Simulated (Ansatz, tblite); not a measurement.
Breaking a bond: SMILES C#CC (C₃H₄), singlet. The C3–H7 bond (C3 also carries C; H7 carries nothing else) is varied alone, starting from the PBE0/def2-TZVP optimised geometry.

```
7

C      0.0010    -0.0007    -2.6496
C      0.0007    -0.0006    -1.2000
C      0.0000     0.0000     0.0000
H     -0.8825    -0.5120    -3.0391
H      0.0000     1.0201    -3.0389
H      0.8856    -0.5102    -3.0387
H      0.0000     0.0000     1.0640
```

- UCCSD(T) = Ansatz (an electronic-structure program) with CCSD(T) on UHF/cc-pVTZ, frozen core
- GFN2-xTB, 300 K electronic temperature (tblite)
- RMP2 = Ansatz with MP2 on RHF/cc-pVTZ, frozen core
- UKS-PBE = Ansatz with unrestricted PBE/cc-pVTZ

Energies are in kJ/mol, each relative to the lowest point of its own curve near equilibrium.

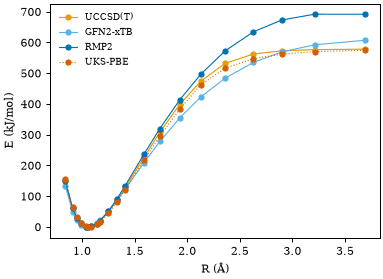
Figure. Energy against bond length for each method.

```
R / Å  UCCSD(T)  GFN2-xTB   RMP2  UKS-PBE
-----  --------  --------  -----  -------
0.84      151.3     134.5  150.1    155.6
0.91       61.0      49.5   60.1     64.3
0.95       30.6      22.6   29.8     33.1
0.99       11.7       7.1   11.2     13.4
1.04        1.0       0.0    0.8      1.5
1.06        0.0       0.1    0.0      0.0
1.09        1.4       2.8    1.6      0.6
1.14       10.0      12.8   10.8      8.0
1.17       18.3      21.3   19.4     15.6
1.25       48.4      50.4   50.7     43.9
1.33       86.4      85.3   90.1     80.3
1.41      128.4     122.8  133.8    121.1
1.59      226.3     209.3  237.1    217.7
1.74      308.3     277.9  319.8    295.4
1.93      398.8     355.0  413.8    383.8
2.13      474.1     422.7  496.9    462.1
2.36      531.7     483.8  572.2    516.3
2.63      562.4     535.1  634.8    547.3
2.90      572.7     569.0  672.9    562.1
3.21      576.5     592.3  691.7    570.1
3.69      578.1     607.0  691.6    574.7
```

At the longest distance, 3.69 Å, RMP2 lies highest above its minimum (691.6 kJ/mol) and UKS-PBE lowest (574.7 kJ/mol).

The unrestricted determinant behind UCCSD(T) is spin-contaminated at 1.74 to 3.69 Å (<S²> up to 1.3, against 0.00 for a pure singlet). The restricted form behind RMP2 keeps the bonding electrons paired and can't separate into open-shell fragments. The T1 diagnostic of CCSD on the restricted reference of RMP2 exceeds 0.045 at 3.69 Å. The unrestricted determinant behind UKS-PBE is spin-contaminated at 2.13 to 3.69 Å (<S²> up to 1.0, against 0.00 for a pure singlet).
